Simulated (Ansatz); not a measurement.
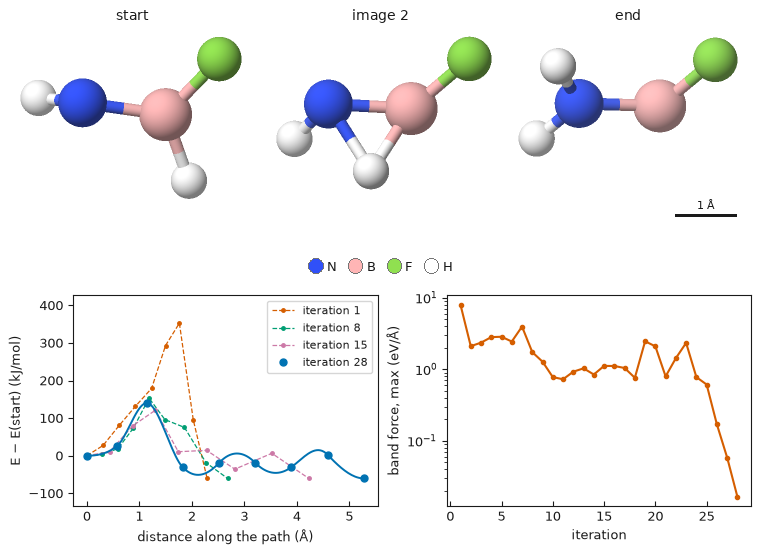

NEB run on BNH$_{2}$F (multiplicity 2). Images are numbered from 0 (start) to 8 (end). The plot follows the band through its iterations. A ball-and-stick model, seen at a tilt.

All numbers below come from UKS PBE0-D4/def2-SVP (Ansatz 0.2.0). Settings: 7 movable images; climbing image; force threshold 0.05 eV/Å; iteration limit 60; starting path through a guess of the saddle point.

### Did the band converge, and can the barrier be trusted?

The run is converged, with reservations. The band converged in 28 iterations. The largest component of the band force went from 8 to 0.017 eV/Å. The climbing image converged on the top of the path. Its vibrational analysis gives one imaginary mode (1597i cm⁻¹), as a transition state must have. The first iteration put the highest image at 352.5 kJ/mol. The energy climbs by 140.2 kJ/mol to image 2 and then falls by 200.4 kJ/mol, so the end point sits at −60.3 kJ/mol. The profile has 3 maxima (images 2, 5, 7) with a dip at image 3, 6 (−31.1 kJ/mol, −30.3 kJ/mol), so the process runs in steps.

The run took 5.3 min on 1 thread of Arm Neoverse V1, with other jobs on the host, peak memory 0.12 GiB.
